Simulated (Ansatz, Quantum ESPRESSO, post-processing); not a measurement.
# 2H-TiCl2, 1 layer in a field-effect set-up, part 6 of 8

Wanted: induced charge and band edges of 2H-TiCl2, 1 layer beside a charged plate.

Quantum ESPRESSO 7.5; plane-wave DFT, PBEsol, GBRV ultrasoft pseudopotentials; geometry by Ansatz 0.2.0 with PAW datasets.

So far. Step 14 (Band structure: charge 0.0395 e against a gate): Along this path the valence top lies at K and the conduction bottom between K and Γ.

## (16) Self-consistent run: charge -0.0987 e against a gate

g3.in reads:

```
&control
  prefix = 'g3'
  outdir = './out'
  pseudo_dir = './pseudo'
  calculation = 'scf'
  tprnfor = .true.
  tefield = .true.
  dipfield = .true.
  gate = .true.
/
&system
  ibrav = 0
  nat = 3
  ntyp = 2
  ecutwfc = 40
  ecutrho = 200
  occupations = 'smearing'
  smearing = 'fd'
  degauss = 0.004
  edir = 3
  emaxpos = 0.217081
  eopreg = 0.01
  eamp = 0.0
  zgate = 0.229081
  block = .true.
  block_1 = 0.150088
  block_2 = 0.308074
  block_height = 2.0
  tot_charge = -0.0987
  nbnd = 19
/
&electrons
  conv_thr = 1e-07
  mixing_beta = 0.4
  electron_maxstep = 120
  mixing_mode = 'local-TF'
  startingpot = 'file'
/
ATOMIC_SPECIES
  Cl  35.4500  cl_pbesol_v1.4.uspp.F.UPF
  Ti  47.8670  ti_pbesol_v1.4.uspp.F.UPF
CELL_PARAMETERS angstrom
  3.27674852667764 0.00000000000000 0.00000000000000
  -1.63837426333882 2.83774746591607 0.00000000000000
  0.00000000000000 0.00000000000000 25.31856245310000
ATOMIC_POSITIONS crystal
  Cl  0.333333333333 0.666666666667 0.437464339022
  Ti  0.000000000000 -0.000000000000 0.499999983291
  Cl  0.333333333333 0.666666666667 0.562535677687
K_POINTS automatic
  12 12 1 0 0 0
```

Launch:

```console
$ cp -r out/g2.save out/g3.save
$ OMP_NUM_THREADS=1 mpirun -n 4 pw.x -nk 4 -in g3.in > g3.out
```

Output:

```text
[banner, memory and clock lines left out]
Program PWSCF v.7.5 starts
[...]
Message from routine setup:
[...]
number of electrons       =        26.10
     number of Kohn-Sham states=           19
     kinetic-energy cutoff     =      40.0000  Ry
     charge density cutoff     =     200.0000  Ry
[...]
number of k points=    19  Fermi-Dirac smearing, width (Ry)=  0.0040
[...]
Dense  grid:    75695 G-vectors     FFT dimensions: (  27,  27, 216)
[...]
The initial density is read from file :
[...]
negative rho (up, down):  3.413E-02 0.000E+00
[...]
Starting wfcs are   18 randomized atomic wfcs +    1 random wfcs
[...]
negative rho (up, down):  6.753E-02 0.000E+00
[...]
estimated scf accuracy    <       2.12437295 Ry
[...]
negative rho (up, down):  6.690E-02 0.000E+00
[...]
estimated scf accuracy    <       0.22611909 Ry
[...]
negative rho (up, down):  5.955E-02 0.000E+00
[...]
estimated scf accuracy    <       0.07094706 Ry
[...]
negative rho (up, down):  6.011E-02 0.000E+00
[...]
estimated scf accuracy    <       0.15764898 Ry
[...]
negative rho (up, down):  5.172E-02 0.000E+00
[...]
estimated scf accuracy    <       0.23133885 Ry
[...]
negative rho (up, down):  4.945E-02 0.000E+00
[...]
estimated scf accuracy    <       0.08976824 Ry
[...]
negative rho (up, down):  4.625E-02 0.000E+00
[...]
estimated scf accuracy    <       0.00195943 Ry
[...]
negative rho (up, down):  3.979E-02 0.000E+00
[...]
estimated scf accuracy    <       0.00137249 Ry
[...]
negative rho (up, down):  3.876E-02 0.000E+00
[...]
estimated scf accuracy    <       0.00076974 Ry
[...]
negative rho (up, down):  3.747E-02 0.000E+00
[...]
estimated scf accuracy    <       0.00020907 Ry
[...]
negative rho (up, down):  3.730E-02 0.000E+00
[...]
estimated scf accuracy    <       0.00018960 Ry
[...]
negative rho (up, down):  3.634E-02 0.000E+00
[...]
estimated scf accuracy    <       0.00011983 Ry
[...]
negative rho (up, down):  3.530E-02 0.000E+00
[...]
estimated scf accuracy    <       0.00009689 Ry
[...]
negative rho (up, down):  3.488E-02 0.000E+00
[...]
estimated scf accuracy    <       0.00006340 Ry
[...]
negative rho (up, down):  3.467E-02 0.000E+00
[...]
estimated scf accuracy    <       0.00003268 Ry
[...]
negative rho (up, down):  3.464E-02 0.000E+00
[...]
estimated scf accuracy    <       0.00001164 Ry
[...]
negative rho (up, down):  3.466E-02 0.000E+00
[...]
estimated scf accuracy    <       0.00001151 Ry
[...]
negative rho (up, down):  3.444E-02 0.000E+00
[...]
estimated scf accuracy    <       0.00001006 Ry
[...]
negative rho (up, down):  3.418E-02 0.000E+00
[...]
estimated scf accuracy    <       0.00000598 Ry
[...]
negative rho (up, down):  3.390E-02 0.000E+00
[...]
estimated scf accuracy    <       0.00000244 Ry
[...]
negative rho (up, down):  3.380E-02 0.000E+00
[...]
estimated scf accuracy    <       0.00000101 Ry
[...]
negative rho (up, down):  3.372E-02 0.000E+00
[...]
estimated scf accuracy    <       0.00000055 Ry
[...]
negative rho (up, down):  3.372E-02 0.000E+00
[...]
Total length         47.3667 bohr
[...]
estimated scf accuracy    <       0.00000011 Ry
[...]
negative rho (up, down):  3.372E-02 0.000E+00
[...]
Computed dipole along edir(3) :
[...]
Dipole               -0.8291 Ry au,         -2.1074 Debye
        Dipole field         -0.0066 Ry au,
        Potential amp.        0.6213 Ry
        Total length         47.3667 bohr
[...]
the Fermi energy is     0.5327 ev
!    total energy              =    -193.62850843 Ry
     estimated scf accuracy    <       0.00000004 Ry
     smearing contrib. (-TS)   =      -0.00106882 Ry
     internal energy E=F+TS    =    -193.62743961 Ry
[...]
one-electron contribution =   -1451.77539778 Ry
     hartree contribution      =     728.47476897 Ry
     xc contribution           =     -36.74326026 Ry
     ewald contribution        =     575.46157716 Ry
     electric field correction =       0.00543754 Ry
     gate field correction     =      -9.05056525 Ry
     convergence has been achieved in  24 iterations
     negative rho (up, down):  3.372E-02 0.000E+00
[...]
Total force =     0.015280     Total SCF correction =     0.000544
[...]
```

The job ended after 33 s (4 MPI ranks of Arm Neoverse V2, shared host; peak memory 0.57 GiB; 2.2 min of CPU time).

Read from the output:

| Property | Result |
| --- | --- |
| Fermi energy | 0.5327 eV |

## (17) Valence density

g3.rho.in reads:

```
&inputpp
  prefix = 'g3'
  outdir = './out'
  filplot = 'g3.rho.dat'
  plot_num = 0
/
```

Launch:

```console
$ OMP_NUM_THREADS=1 mpirun -n 4 pp.x -in g3.rho.in > g3.rho.out
```

Run time: 0.92 s. Hardware: 4 MPI ranks; peak memory 0.11 GiB.

Read from the output:

```
electrons by integration : 26.10 e
```

## (18) Electrostatic potential

g3.pot.in reads:

```
&inputpp
  prefix = 'g3'
  outdir = './out'
  filplot = 'g3.pot.dat'
  plot_num = 11
/
```

Launch:

```console
$ OMP_NUM_THREADS=1 mpirun -n 4 pp.x -in g3.pot.in > g3.pot.out
```

Elapsed: 0.9 s, on 4 MPI ranks; peak memory 0.11 GiB.

Each curve counts from the Fermi level of its own run.

The potential energy (4.2×10¹³ electrons per cm²) oscillates, so the rows of the table below give means over windows of 2 Å about each position, cut where the curve ends. Its maxima inside the range that stand out by 2 % of the span (Å: eV): 5.4: 30.7, 7.5: 28.5, 9.5: 2.58, 11.8: -5.56, 13.5: -5.47. Its minima: 5.9: 27.2, 7.9: 1.57, 11.1: -16.7, 12.7: -16.7, 14.2: -16.6.

The runs together. Table of potential energy by z; means over each step:

```
z (Å)  4.2×10¹³ electrons per cm² (eV)  4.2×10¹³ holes per cm² (eV)  1.06×10¹⁴ electrons per cm² (eV)
    0                             3.49                         4.31                              3.53
    2                             3.49                         4.31                              3.53
    4                             18.1                         18.9                              18.1
    6                             28.6                         33.7                              25.5
    8                             10.8                         15.3                              8.36
   10                            -1.40                        0.382                             -2.00
   12                            -12.0                        -11.1                             -12.1
   14                            -9.45                        -8.62                             -9.42
   16                             2.95                         3.77                              2.98
   18                             3.49                         4.31                              3.52
   20                             3.49                         4.31                              3.53
   22                             3.49                         4.31                              3.53
   24                             3.49                         4.31                              3.53
```

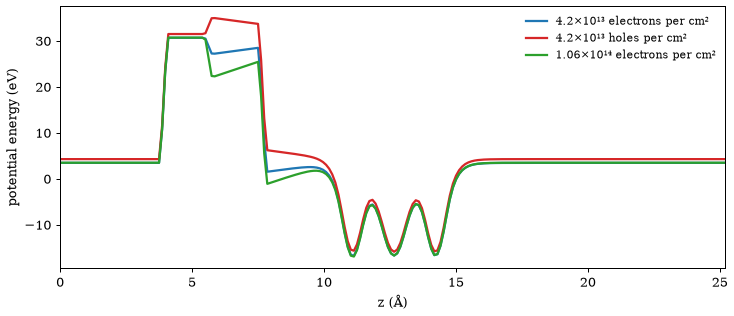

Potential energy against z.

## (19) Bands along a path: charge -0.0987 e against a gate

g3.bands.in reads:

```
&control
  prefix = 'g3.bands'
  outdir = './out'
  pseudo_dir = './pseudo'
  calculation = 'bands'
  tefield = .true.
  dipfield = .true.
  gate = .true.
/
&system
  ibrav = 0
  nat = 3
  ntyp = 2
  ecutwfc = 40
  ecutrho = 200
  occupations = 'smearing'
  smearing = 'fd'
  degauss = 0.004
  edir = 3
  emaxpos = 0.217081
  eopreg = 0.01
  eamp = 0.0
  zgate = 0.229081
  block = .true.
  block_1 = 0.150088
  block_2 = 0.308074
  block_height = 2.0
  tot_charge = -0.0987
  nbnd = 19
/
&electrons
  conv_thr = 1e-07
  mixing_beta = 0.4
  electron_maxstep = 120
  mixing_mode = 'local-TF'
/
ATOMIC_SPECIES
  Cl  35.4500  cl_pbesol_v1.4.uspp.F.UPF
  Ti  47.8670  ti_pbesol_v1.4.uspp.F.UPF
CELL_PARAMETERS angstrom
  3.27674852667764 0.00000000000000 0.00000000000000
  -1.63837426333882 2.83774746591607 0.00000000000000
  0.00000000000000 0.00000000000000 25.31856245310000
ATOMIC_POSITIONS crystal
  Cl  0.333333333333 0.666666666667 0.437464339022
  Ti  0.000000000000 -0.000000000000 0.499999983291
  Cl  0.333333333333 0.666666666667 0.562535677687
K_POINTS crystal_b
4
  0.0000000000 0.0000000000 0.0000000000 14
  0.5000000000 0.0000000000 0.0000000000 14
  0.3333333333 0.3333333333 0.0000000000 14
  0.0000000000 0.0000000000 0.0000000000 1
```

Launch:

```console
$ cp -r out/g3.save out/g3.bands.save
$ cp out/g3.xml out/g3.bands.xml
$ OMP_NUM_THREADS=1 mpirun -n 4 pw.x -nk 4 -in g3.bands.in > g3.bands.out
```

Output:

```text
[banner, memory and clock lines left out]
Program PWSCF v.7.5 starts
[citation notice left out]

[...]
Message from routine setup:
[...]
bravais-lattice index     =            0
     lattice parameter (alat)  =       6.1922  a.u.
     unit-cell volume          =    1588.7388 (a.u.)^3
     number of atoms/cell      =            3
     number of atomic types    =            2
     number of electrons       =        26.10
     number of Kohn-Sham states=           19
     kinetic-energy cutoff     =      40.0000  Ry
     charge density cutoff     =     200.0000  Ry
     Exchange-correlation= SLA  PW   PSX  PSC
                           (   1   4  10   8   0   0   0)

[...]
PseudoPot. # 1 for Cl read from file:
     ./pseudo/cl_pbesol_v1.4.uspp.F.UPF
     Pseudo is Ultrasoft + core correction, Zval =  7.0
     Generated by new atomic code, or converted to UPF format
     Using radial grid of  909 points,  6 beta functions with:
                l(1) =   0
                l(2) =   0
                l(3) =   1
                l(4) =   1
                l(5) =   2
                l(6) =   2
     Q(r) pseudized with  8 coefficients,  rinner =    1.300   1.300   1.300
                                                       1.300   1.300

     PseudoPot. # 2 for Ti read from file:
     ./pseudo/ti_pbesol_v1.4.uspp.F.UPF
     Pseudo is Ultrasoft + core correction, Zval = 12.0
     Generated by new atomic code, or converted to UPF format
     Using radial grid of  851 points,  6 beta functions with:
                l(1) =   0
                l(2) =   0
                l(3) =   1
                l(4) =   1
                l(5) =   2
                l(6) =   2
     Q(r) pseudized with  6 coefficients,  rinner =    1.000   1.000   1.000
                                                       1.000   1.000

     atomic species   valence    mass     pseudopotential
     Cl                7.00    35.45000     Cl( 1.00)
     Ti               12.00    47.86700     Ti( 1.00)

      6 Sym. Ops. (no inversion) found

                                    s                        frac. trans.

      isym =  1     identity

 cryst.   s( 1) = (     1          0          0      )
                  (     0          1          0      )
                  (     0          0          1      )

 cart.    s( 1) = (  1.0000000 -0.0000000  0.0000000 )
                  (  0.0000000  1.0000000  0.0000000 )
                  (  0.0000000  0.0000000  1.0000000 )

      isym =  2     120 deg rotation - cryst. axis [0,0,1]

 cryst.   s( 2) = (     0          1          0      )
                  (    -1         -1          0      )
                  (     0          0          1      )

 cart.    s( 2) = ( -0.5000000 -0.8660254  0.0000000 )
                  (  0.8660254 -0.5000000  0.0000000 )
                  (  0.0000000  0.0000000  1.0000000 )

      isym =  3     120 deg rotation - cryst. axis [0,0,-1]

 cryst.   s( 3) = (    -1         -1          0      )
                  (     1          0          0      )
                  (     0          0          1      )

 cart.    s( 3) = ( -0.5000000  0.8660254  0.0000000 )
                  ( -0.8660254 -0.5000000  0.0000000 )
                  (  0.0000000  0.0000000  1.0000000 )

      isym =  4     inv. 180 deg rotation - cart. axis [1,0,0]

 cryst.   s( 4) = (    -1          0          0      )
                  (     1          1          0      )
                  (     0          0          1      )

 cart.    s( 4) = ( -1.0000000 -0.0000000  0.0000000 )
                  (  0.0000000  1.0000000  0.0000000 )
                  (  0.0000000  0.0000000  1.0000000 )

      isym =  5     inv. 180 deg rotation - cryst. axis [0,1,0]

 cryst.   s( 5) = (     1          1          0      )
                  (     0         -1          0      )
                  (     0          0          1      )

 cart.    s( 5) = (  0.5000000  0.8660254  0.0000000 )
                  (  0.8660254 -0.5000000  0.0000000 )
                  (  0.0000000  0.0000000  1.0000000 )

      isym =  6     inv. 180 deg rotation - cryst. axis [1,1,0]

 cryst.   s( 6) = (     0         -1          0      )
                  (    -1          0          0      )
                  (     0          0          1      )

 cart.    s( 6) = (  0.5000000 -0.8660254  0.0000000 )
                  ( -0.8660254 -0.5000000  0.0000000 )
                  (  0.0000000  0.0000000  1.0000000 )

[...]
number of k points=    43  Fermi-Dirac smearing, width (Ry)=  0.0040
[...]
Dense  grid:    75695 G-vectors     FFT dimensions: (  27,  27, 216)

     Smooth grid:    54385 G-vectors     FFT dimensions: (  25,  25, 200)

     Dynamical RAM for                 wfc:       1.97 MB

     Dynamical RAM for     wfc (w. buffer):       1.97 MB

     Dynamical RAM for           str. fact:       2.31 MB

     Dynamical RAM for           local pot:       0.00 MB

     Dynamical RAM for          nlocal pot:       5.59 MB

     Dynamical RAM for                qrad:       2.27 MB

     Dynamical RAM for          rho,v,vnew:       7.07 MB

     Dynamical RAM for           G-vectors:       4.75 MB

     Dynamical RAM for          h,s,v(r/c):       0.07 MB

     Dynamical RAM for          <psi|beta>:       0.02 MB

     Dynamical RAM for                 psi:       3.94 MB

     Dynamical RAM for                hpsi:       3.94 MB

     Dynamical RAM for                spsi:       3.94 MB

     Dynamical RAM for      wfcinit/wfcrot:       3.94 MB

     Dynamical RAM for           addusdens:      55.15 MB

     Adding charged plate to compensate the charge of the system - add_gatefield
     see PRB 89, 245406 (2014), works only for 2D systems perpendicular to z
                                i.e. 3rd lattice vector is (0,0,c)

        prefactor of the potential in [Ha a.u.]:    -0.018676
               position of the gate within cell:     0.22908
         ion-gate + gate-gate contribution to the total energy:    -9.050565
                         gate-gate contribution:     0.014699

        Adding potential to prevent charge spilling into region of the gate
        Potential is linearly increased and decreased within the first/last eopreg of block_size
        block_size =  0.15799 in units of unit cell length
        block_height =  2.00000 in Ry

     The potential is recalculated from file :
     ./out/g3.bands.save/charge-density

     negative rho (up, down):  3.372E-02 0.000E+00

     Adding external electric field

     Computed dipole along edir(3) :
        Elec. dipole         -2.1970 Ry au,         -5.5842 Debye
        Ion. dipole          -2.2036 Ry au,         -5.6009 Debye
        Dipole               -0.8291 Ry au,         -2.1074 Debye
        Dipole field         -0.0066 Ry au,

        Potential amp.        0.6213 Ry
        Total length         47.3667 bohr

     Starting wfcs are   18 randomized atomic wfcs +    1 random wfcs

     Band Structure Calculation
     Davidson diagonalization with overlap

     Computing kpt #:     1  of    11 on this pool

     Computing kpt #:     2  of    11 on this pool

     Computing kpt #:     3  of    11 on this pool

     Computing kpt #:     4  of    11 on this pool

     Computing kpt #:     5  of    11 on this pool

     Computing kpt #:     6  of    11 on this pool

     Computing kpt #:     7  of    11 on this pool

     Computing kpt #:     8  of    11 on this pool

     Computing kpt #:     9  of    11 on this pool

     Computing kpt #:    10  of    11 on this pool

     Computing kpt #:    11  of    11 on this pool

     ethr =  3.83E-10,  avg # of iterations = 54.8

     End of band structure calculation

          k = 0.0000 0.0000 0.0000 (  6817 PWs)   bands (ev):

   -57.5281 -34.0367 -33.7823 -33.7823 -18.2704 -17.5506  -7.6552  -5.2483
    -4.5391  -4.5391  -4.0524  -4.0524  -0.5514   0.7162   0.7162   0.9447
     0.9447   2.0863   3.1487

          k = 0.0357 0.0206 0.0000 (  6815 PWs)   bands (ev):

   -57.5278 -34.0361 -33.7849 -33.7829 -18.2598 -17.5438  -7.6414  -5.2512
    -4.5953  -4.5429  -4.0953  -4.0680  -0.5530   0.7008   0.7205   0.9386
     0.9615   2.1359   3.1821

[...]
```

Run time: 18 s. Hardware: 4 MPI ranks; peak memory 0.34 GiB; 71 s of CPU time.

Read from the output:

| Item | Value |
| --- | --- |
| valence top, on the run's zero | -0.2893 eV |
| conduction bottom, on the run's zero | 0.5693 eV |
| gap by band count | 0.8585 eV |

Band numbers count within the set of bands kept for display. The electronic bands at the labelled points (eV, zero at the Fermi level; v1 is the highest filled band, c1 the lowest empty one):

```
point     v4     v3     v2     v1    c1    c2    c3    c4
    Γ  -5.07  -4.59  -4.59  -1.08  0.18  0.18  0.41  0.41
    M  -5.79  -5.51  -5.18  -1.74  1.01  1.03  1.09  1.28
    K  -6.94  -6.58  -5.53  -0.82  0.42  0.91  1.26  1.61
    Γ  -5.07  -4.59  -4.59  -1.08  0.18  0.18  0.41  0.41
```

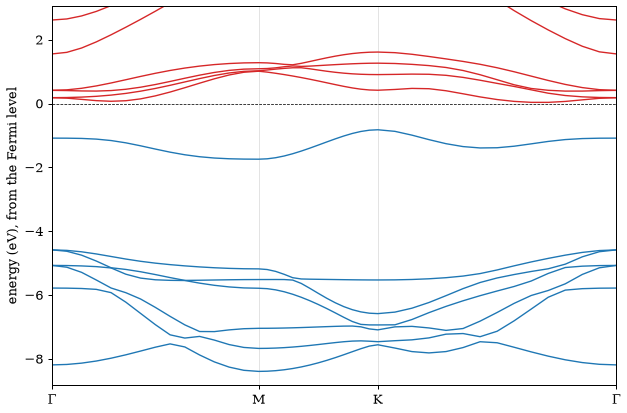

Electronic bands along the path; lines of filled and empty bands in two colours.

An edge by band count lies at the Fermi level or within reach of the smearing, so that band is partly filled.

Along this path the valence top lies at K and the conduction bottom between K and Γ.

## (20) Induced charge

Planar mean against z:

```
z (Å)  planar mean (e/Å³)
    6             -5.4e-7
    7             -3.1e-6
    8              1.8e-4
    9             0.00164
   10             0.00648
   11             0.00255
   12            -0.00208
   13              3.1e-4
   14             -7.8e-5
   15             -7.8e-5
   16              4.9e-5
   17              1.5e-5
   18              2.8e-6
   19              6.0e-7
```

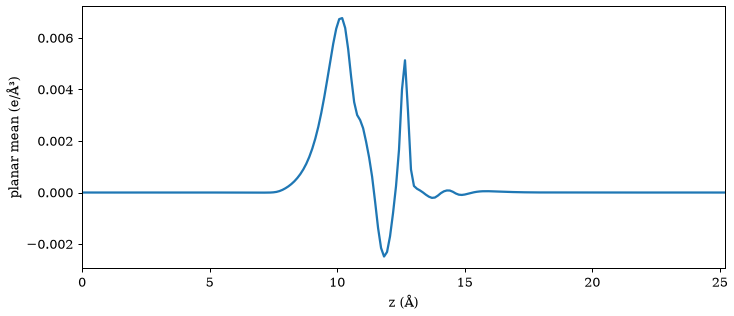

Planar mean, plotted against z.

Table of running integral, electrons below z by z:

```
z (Å)  running integral, electrons below z (e/Å²)
    6                                     -2.0e-7
    8                                      4.6e-5
   10                                     0.00502
   12                                     0.00904
   14                                      0.0106
   16                                      0.0106
   18                                      0.0106
   20                                      0.0106
   22                                      0.0106
   24                                      0.0106
```

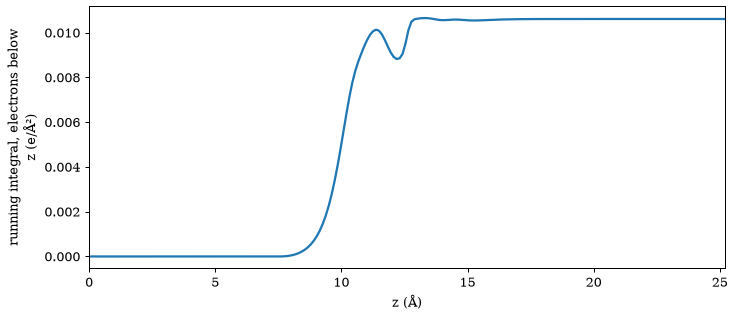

Running integral, electrons below z against z.

[end of part 6 of 8]

[Logs are printed without paths, hosts, clocks, repeated set-up lines and the standing remarks that a program may print on its own settings, such as how far it seeks lower states.]

[Hosts, paths, dates, database ids (printed as entryN), source tags and the programs' standing remarks are cut or masked in the printed files.]

[Maps of the electrostatic potential energy from Ansatz leave out the sawtooth potential of an applied field or a dipole correction, so their vacuum need not be flat; planar profiles and work functions include it.]
